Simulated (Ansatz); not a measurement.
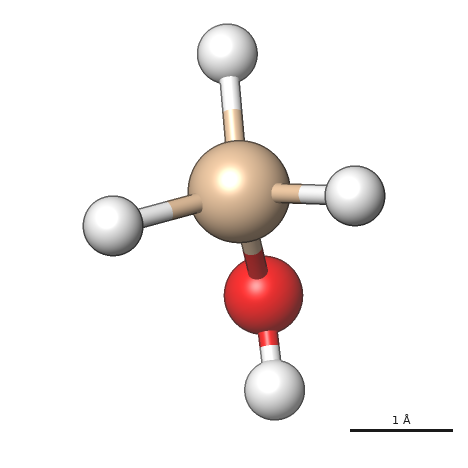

The picture shows a molecular structure as a ball-and-stick model. Colours: hydrogen white, oxygen red, silicon light orange.

Describe the molecule.

Formula H₄OSi. The point group is Cs. Coordination: 1 O bent; 1 Si tetrahedral.

The parts below concern this one geometry. Atoms keep their numbers from picture to picture. The computed structure is the end point of a PBE0-D4/def2-TZVP optimisation.

**Dipole moment**

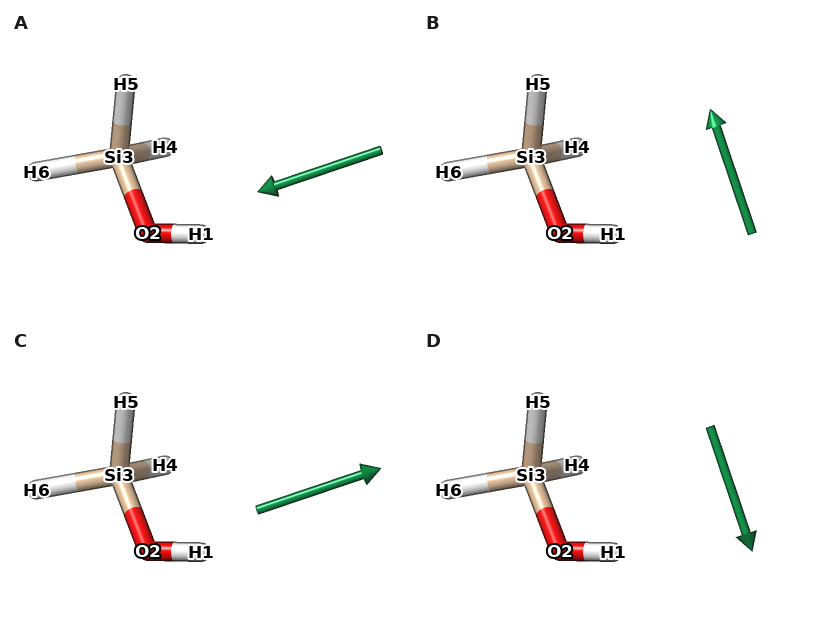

The same molecule four times, each with an arrow. Level of theory: RKS PBE0-D4/def2-TZVP (Ansatz 0.2.0).

Question: Which arrow points along the dipole moment, from the negative to the positive end?

Answer: C. The dipole moment is 1.36 D; it points from the side of H6 to the side of H1 (the outermost atoms at the two ends).

**Charges**

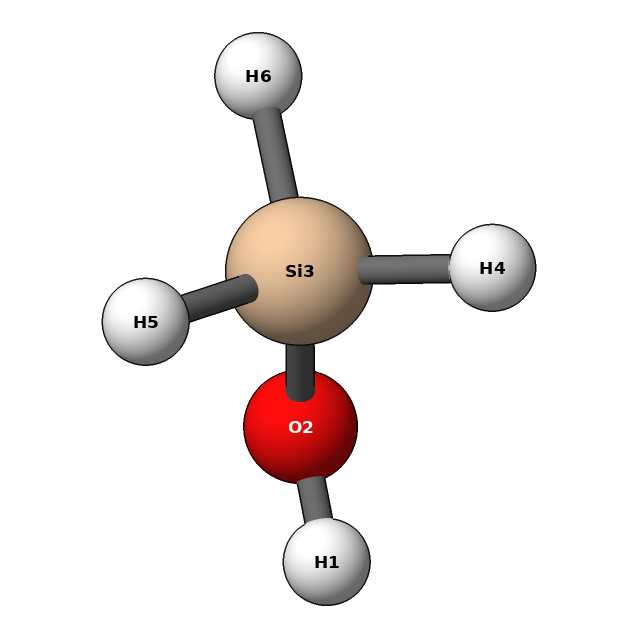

The questions are on Mulliken charges. Properties computed with RKS PBE0-D4/def2-TZVP (Ansatz 0.2.0).

Give the Mulliken charges atom by atom.

| atom | value (e) |
| --- | --- |
| H1 | 0.32 |
| O2 | −0.53 |
| Si3 | 0.33 |
| H4 | −0.05 |
| H5 | −0.05 |
| H6 | −0.03 |

**Vibrations**

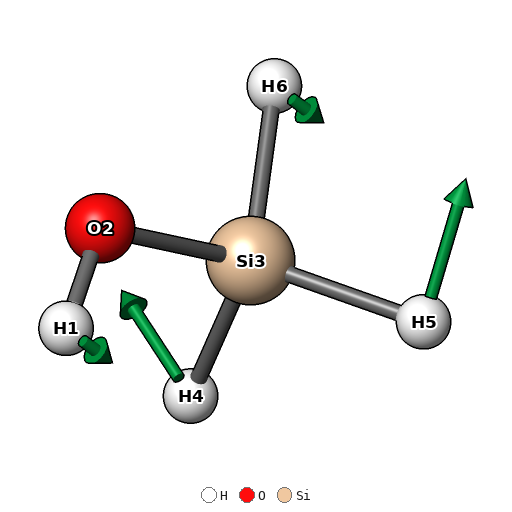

The arrows show one normal mode. Harmonic vibrations computed with RKS PBE0-D4/def2-TZVP (Ansatz 0.2.0) at a stationary point of the same level.

Question: Describe the motion.

Answer: Mostly H–Si–H bending.

Question: Estimate its harmonic wavenumber.

Answer: 967 cm⁻¹; it is mode 7 of 12 counted from the lowest.

Mulliken values depend strongly on the basis set and can even reverse the polarity of a bond.
